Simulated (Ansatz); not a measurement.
The reference is WSi$_{2}$ (space group I4/mmm, No. 139; a = 3.229 Å, c = 7.868 Å).

Structures relaxed with PBE (Ansatz, a quantum-chemistry and plane-wave program; PAW; 420 eV plane waves; no SOC), earlier PAW set.

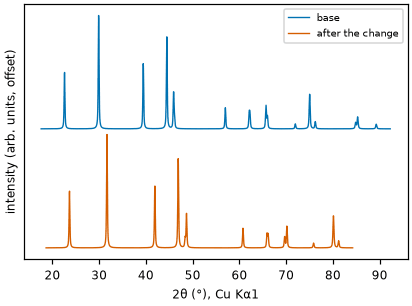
Fig. 1. Simulated powder patterns before (top) and after one change

Question: What was done to the base?
A) pressure 75 GPa
B) pressure −2 GPa
C) pressure 50 GPa
D) pressure 15 GPa

Answer: C, pressure 50 GPa. Its volume per atom is 11.63 Å³ against 13.68 Å³, and its space group is I4/mmm (No. 139).

Load acts through the strain it causes; cell and atoms are relaxed under it. Stability against distortions was not tested. Competing high-pressure phases were not computed. All final runs are without spin polarisation.
